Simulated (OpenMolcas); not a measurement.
**CB: relativistic diatomic calculation (part 2 of 2)**

Continued. System: CB. Method: SA-CASSCF(7,8)/XMS-CASPT2 + RASSI spin-orbit (X2C scalar, AMFI), ANO-RCC-VTZP (OpenMolcas).

The program's output (extracts), continued:
```
++ Dipole transition strengths (spin-free states):
     for osc. strength at least  1.00000000E-05
      From   To        Osc. strength     Einstein coefficients Ax, Ay, Az (sec-1)    Total A (sec-1)
         1   19       1.27413760E-05  8.36388515E+02  5.96968825E+01  0.00000000E+00  8.96085398E+02
         1   20       1.27409046E-05  5.96990572E+01  8.36353336E+02  0.00000000E+00  8.96052393E+02
         1    2       2.81132676E-02  0.00000000E+00  0.00000000E+00  5.95545212E+06  5.95545212E+06
         1   21       6.47887780E-04  5.83011926E+05  8.82983330E+03  0.00000000E+00  5.91841759E+05
         1   22       6.47898216E-04  8.82964245E+03  5.83021729E+05  0.00000000E+00  5.91851372E+05
         6   12       1.34459356E-03  1.77564727E+02  2.19266838E+04  0.00000000E+00  2.21042485E+04
         6   13       4.45849787E-04  1.42525119E+03  6.49965004E+03  0.00000000E+00  7.92490124E+03
         6   14       4.49645620E-04  6.65890822E+03  1.45976010E+03  0.00000000E+00  8.11866832E+03
         6   15       8.50353235E-04  4.03499769E+04  3.12788382E+02  0.00000000E+00  4.06627653E+04
         6   10       1.02514856E-04  0.00000000E+00  0.00000000E+00  2.04372158E+04  2.04372158E+04
         6   16       1.27019642E-03  3.79878973E+05  3.02634878E+03  0.00000000E+00  3.82905322E+05
         6   17       1.07056668E-04  8.07021399E+03  4.59864349E+04  0.00000000E+00  5.40566489E+04
         6   18       1.05743613E-04  4.55786694E+04  8.02263985E+03  0.00000000E+00  5.36013093E+04
         7   12       1.34458415E-03  2.19265229E+04  1.77565455E+02  0.00000000E+00  2.21040884E+04
         7   13       4.45857111E-04  6.49978235E+03  1.42524720E+03  0.00000000E+00  7.92502955E+03
         7   14       4.49647434E-04  1.45979538E+03  6.65890380E+03  0.00000000E+00  8.11869917E+03
         7   15       8.50353380E-04  3.12782041E+02  4.03499844E+04  0.00000000E+00  4.06627664E+04
         7   11       1.02514723E-04  0.00000000E+00  0.00000000E+00  2.04371881E+04  2.04371881E+04
         7   16       1.27019612E-03  3.02636155E+03  3.79878848E+05  0.00000000E+00  3.82905209E+05
         7   17       1.07056958E-04  4.59864043E+04  8.07038861E+03  0.00000000E+00  5.40567929E+04
         7   18       1.05743576E-04  8.02265547E+03  4.55786327E+04  0.00000000E+00  5.36012881E+04
        12    8       3.70910268E-03  8.93100786E+01  1.77258586E+05  0.00000000E+00  1.77347896E+05
        12    9       3.70907829E-03  1.77257475E+05  8.93113323E+01  0.00000000E+00  1.77346786E+05
        12   10       8.52558292E-04  1.66212176E+02  8.61996988E+04  0.00000000E+00  8.63659110E+04
        12   11       8.52549192E-04  8.61987784E+04  1.66212901E+02  0.00000000E+00  8.63649913E+04
        13    8       1.20342423E-03  1.50081250E+04  3.98766950E+04  0.00000000E+00  5.48848200E+04
        13    9       1.20344594E-03  3.98775833E+04  1.50082450E+04  0.00000000E+00  5.48858283E+04
        13   10       5.74917361E-04  1.21877851E+04  4.41988010E+04  0.00000000E+00  5.63865861E+04
        13   11       5.74922523E-04  4.41994201E+04  1.21876737E+04  0.00000000E+00  5.63870938E+04
        13   17       4.79350331E-02  0.00000000E+00  0.00000000E+00  1.59736508E+07  1.59736508E+07
        13   18       8.01324272E-05  0.00000000E+00  0.00000000E+00  2.68308358E+04  2.68308358E+04
        14    8       1.19949601E-03  3.93633499E+04  1.48060725E+04  0.00000000E+00  5.41694224E+04
        14    9       1.19950186E-03  1.48063677E+04  3.93633367E+04  0.00000000E+00  5.41697044E+04
        14   10       5.70108791E-04  4.35179845E+04  1.20229390E+04  0.00000000E+00  5.55409235E+04
        14   11       5.70110699E-04  1.20231135E+04  4.35179973E+04  0.00000000E+00  5.55411108E+04
        14   17       7.88984424E-05  0.00000000E+00  0.00000000E+00  2.61962644E+04  2.61962644E+04
        14   18       4.81536257E-02  0.00000000E+00  0.00000000E+00  1.60649156E+07  1.60649156E+07
        19    2       1.29909768E-03  4.61059055E+04  3.32402857E+03  0.00000000E+00  4.94299341E+04
        19   21       2.38472413E-05  0.00000000E+00  0.00000000E+00  1.13725428E+04  1.13725428E+04
        19    3       7.38966397E-04  2.35604254E+04  4.52234196E+05  0.00000000E+00  4.75794621E+05
        19    4       7.39503350E-04  4.53225057E+05  2.36121024E+04  0.00000000E+00  4.76837160E+05
        19    5       2.46063222E-05  1.14898575E+03  1.56979636E+04  0.00000000E+00  1.68469493E+04
        20    2       1.29909660E-03  3.32402937E+03  4.61058526E+04  0.00000000E+00  4.94298820E+04
        20   22       2.38501260E-05  0.00000000E+00  0.00000000E+00  1.13739199E+04  1.13739199E+04
        20    3       7.38963634E-04  4.52232372E+05  2.35604454E+04  0.00000000E+00  4.75792817E+05
        20    4       7.39502271E-04  2.36120333E+04  4.53224405E+05  0.00000000E+00  4.76836438E+05
        20    5       2.46063042E-05  1.56978964E+04  1.14903975E+03  0.00000000E+00  1.68469362E+04
        15    8       1.13434023E-03  1.86347080E+04  1.01565061E+01  0.00000000E+00  1.86448645E+04
        15    9       1.13433833E-03  1.01546757E+01  1.86346888E+04  0.00000000E+00  1.86448434E+04
        15   10       1.08190816E-04  5.60395320E+03  1.14140831E+01  0.00000000E+00  5.61536729E+03
        15   11       1.08191243E-04  1.14120594E+01  5.60397759E+03  0.00000000E+00  5.61538965E+03
        15   16       1.69761221E-04  0.00000000E+00  0.00000000E+00  1.85288252E+04  1.85288252E+04
         8   10       1.92461977E-04  0.00000000E+00  0.00000000E+00  1.90983595E+03  1.90983595E+03
         8   16       2.65390505E-04  1.08418887E+04  5.04323979E+00  0.00000000E+00  1.08469319E+04
         8   17       6.26449839E-04  1.97137181E+04  6.31548197E+04  0.00000000E+00  8.28685378E+04
         8   18       6.25410492E-04  6.35150184E+04  1.98452708E+04  0.00000000E+00  8.33602893E+04
         9   11       1.92461696E-04  0.00000000E+00  0.00000000E+00  1.90983198E+03  1.90983198E+03
         9   16       2.65390055E-04  5.04290252E+00  1.08418669E+04  0.00000000E+00  1.08469098E+04
         9   17       6.26449787E-04  6.31547136E+04  1.97138014E+04  0.00000000E+00  8.28685151E+04
         9   18       6.25409414E-04  1.98452242E+04  6.35149055E+04  0.00000000E+00  8.33601297E+04
         2   21       5.18916760E-03  1.25517367E+06  1.89262998E+04  0.00000000E+00  1.27409997E+06
         2   22       5.18918614E-03  1.89262361E+04  1.25517862E+06  0.00000000E+00  1.27410486E+06
        10   16       1.05309468E-03  1.10538942E+04  2.14201686E+01  0.00000000E+00  1.10753144E+04
        10   17       1.37696293E-03  1.76489237E+04  7.83866631E+04  0.00000000E+00  9.60355868E+04
        10   18       1.38663245E-03  7.97696372E+04  1.79540828E+04  0.00000000E+00  9.77237200E+04
        11   16       1.05309432E-03  2.14206453E+01  1.10538891E+04  0.00000000E+00  1.10753098E+04
        11   17       1.37696235E-03  7.83866710E+04  1.76488729E+04  0.00000000E+00  9.60355439E+04
        11   18       1.38663278E-03  1.79540958E+04  7.97696445E+04  0.00000000E+00  9.77237403E+04
        21    3       1.95662847E-04  6.19808918E+01  2.38535436E+03  0.00000000E+00  2.44733525E+03
        21    4       1.96689223E-04  2.42310094E+03  6.29620837E+01  0.00000000E+00  2.48606302E+03
        21    5       3.17386168E-04  8.85626571E+01  5.85700833E+03  0.00000000E+00  5.94557098E+03
        22    3       1.95661156E-04  2.38533026E+03  6.19810336E+01  0.00000000E+00  2.44731130E+03
        22    4       1.96687954E-04  6.29616007E+01  2.42308252E+03  0.00000000E+00  2.48604412E+03
        22    5       3.17385999E-04  5.85699909E+03  8.85631402E+01  0.00000000E+00  5.94556223E+03
 Electric-quadrupole - electric-quadrupole not included
 Electric-dipole - electric-octupole not included
 Electric-dipole - magnetic-quadrupole not included
   Eigenvalues of complex Hamiltonian:
  (Shifted by EMIN (a.u.) =        -62.5474432666)
 SO State       Relative EMIN(au)   Rel lowest level(eV)    D:o, cm**(-1)      Omega
     1            -0.0000001391        0.0000000000              0.0000         0.5
     2            -0.0000001391        0.0000000000              0.0000         0.5
     3            -0.0000000816        0.0000015655              0.0126         1.5
     4            -0.0000000816        0.0000015655              0.0126         1.5
     5             0.0176716091        0.4808727656           3878.5004         1.5
     6             0.0176716091        0.4808727656           3878.5004         1.5
     7             0.0177462416        0.4829036184           3894.8804         0.5
     8             0.0177462416        0.4829036184           3894.8804         0.5
     9             0.0403284847        1.0973977584           8851.1098         0.5
    10             0.0403284847        1.0973977584           8851.1098         0.5
    11             0.0412293038        1.1219102950           9048.8168         2.1
    12             0.0412293038        1.1219102950           9048.8168         2.1
    13             0.0414144781        1.1269491439           9089.4578         2.0
    14             0.0414144781        1.1269491439           9089.4578         2.0
    15             0.0467485044        1.2720953942          10260.1413         2.5
    16             0.0467485044        1.2720953942          10260.1413         2.5
    17             0.0467731263        1.2727653904          10265.5452         1.5
    18             0.0467731263        1.2727653904          10265.5452         1.5
    19             0.0467978330        1.2734376950          10270.9677         0.5
    20             0.0467978330        1.2734376950          10270.9677         0.5
    21             0.0468226244        1.2741123012          10276.4087         0.5
    22             0.0468226244        1.2741123012          10276.4087         0.5
    23             0.0562874892        1.5316643942          12353.7065         0.5
    24             0.0562874892        1.5316643942          12353.7065         0.5
    25             0.0788595648        2.1458818619          17307.7044         0.5
    26             0.0788595648        2.1458818619          17307.7044         0.5
    27             0.0789498744        2.1483393108          17327.5251         1.5
    28             0.0789498744        2.1483393108          17327.5251         1.5
    29             0.0811983596        2.2095237101          17821.0106         0.5
    30             0.0811983596        2.2095237101          17821.0106         0.5
    31             0.0811988281        2.2095364592          17821.1134         1.5
    32             0.0811988281        2.2095364592          17821.1134         1.5
    33             0.0964702257        2.6250923577          21172.7978         0.5
    34             0.0964702257        2.6250923577          21172.7978         0.5
    35             0.0964881921        2.6255812477          21176.7409         1.5
    36             0.0964881921        2.6255812477          21176.7409         1.5
    37             0.1145712939        3.1176475165          25145.5230         0.5
    38             0.1145712939        3.1176475165          25145.5230         0.5
    39             0.1430697943        3.8931312174          31400.2209         2.0
    40             0.1430697943        3.8931312174          31400.2209         2.0
    41             0.1433135721        3.8997647497          31453.7239         2.1
    42             0.1433135721        3.8997647497          31453.7239         2.1
    43             0.1489422503        4.0529288864          32689.0760         1.5
    44             0.1489422503        4.0529288864          32689.0760         1.5
    45             0.1489592272        4.0533908521          32692.8020         0.5
    46             0.1489592272        4.
```

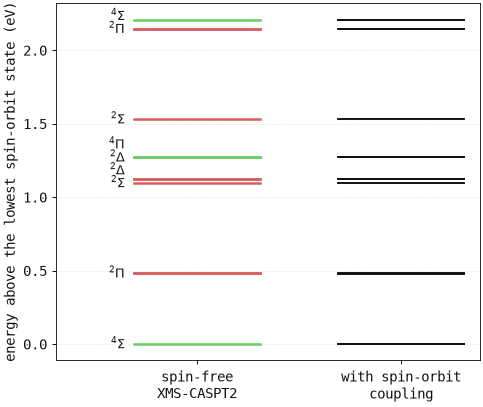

Fig. 2: States up to 2.5 eV at 1.487 Å, without spin-orbit coupling (left, a colour for each spin multiplicity) and with it (right, where close levels merge). The spin-free states run ⁴Σ (0.00 eV), ²Π (0.48 eV), ²Σ (1.10 eV), ²Δ (1.12 eV), ²Δ (1.13 eV), ⁴Π (1.27 eV) from the lowest. The lowest spin-orbit levels have |Ω| = 1/2 (0 cm⁻¹), 3/2 (0 cm⁻¹), 3/2 (3,879 cm⁻¹), 1/2 (3,895 cm⁻¹), 1/2 (8,851 cm⁻¹).

Outcome of the run: converged; components of a degenerate state are split by 53 cm⁻¹.
